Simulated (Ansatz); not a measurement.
Structure (in its standard cell), the input geometry of an electronic-structure calculation (not necessarily at equilibrium):

```cif
data_structure
_symmetry_space_group_name_H-M 'P 1'
_symmetry_Int_Tables_number 1
_cell_length_a 3.8730
_cell_length_b 3.8730
_cell_length_c 3.8730
_cell_angle_alpha 90.000
_cell_angle_beta 90.000
_cell_angle_gamma 90.000
_cell_volume 58.10
loop_
_atom_site_label
_atom_site_type_symbol
_atom_site_fract_x
_atom_site_fract_y
_atom_site_fract_z
_atom_site_occupancy
Ir1 Ir 0.00000 0.00000 0.00000 1
Ir2 Ir 0.00000 0.50000 0.50000 1
Ir3 Ir 0.50000 0.00000 0.50000 1
Ir4 Ir 0.50000 0.50000 0.00000 1
```

**Predict the [111] zone-axis pattern (200 kV, kinematic, B = 0.5 Å²).**

The spots form a hexagonal net with both shortest vectors at d = 1.37 Å, 60.0° apart. They are -2 2 0 and -2 0 2. The pattern has symmetry 6mm. The lattice centring (F) removes all reflections that break h + k = 2n, h + l = 2n.

Strongest reflections with d > 0.80 Å, one of each family (|F|² from tabulated Gaussian fits of the electron scattering factors, times a small damping for the curvature of the Ewald sphere):

| hkl | d (Å) | I (strongest = 100) |
| --- | --- | --- |
| 2 0 -2 | 1.369 | 100 |

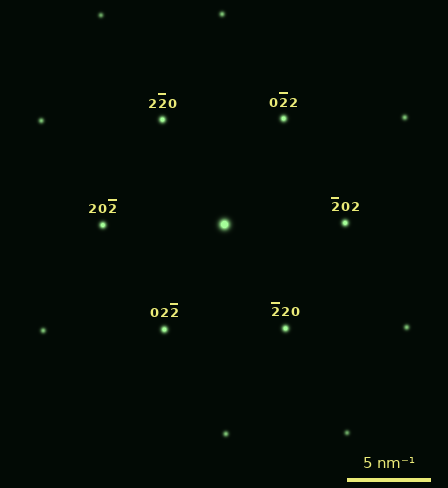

Calculated pattern, seen from the source side with [111] pointing towards the source.
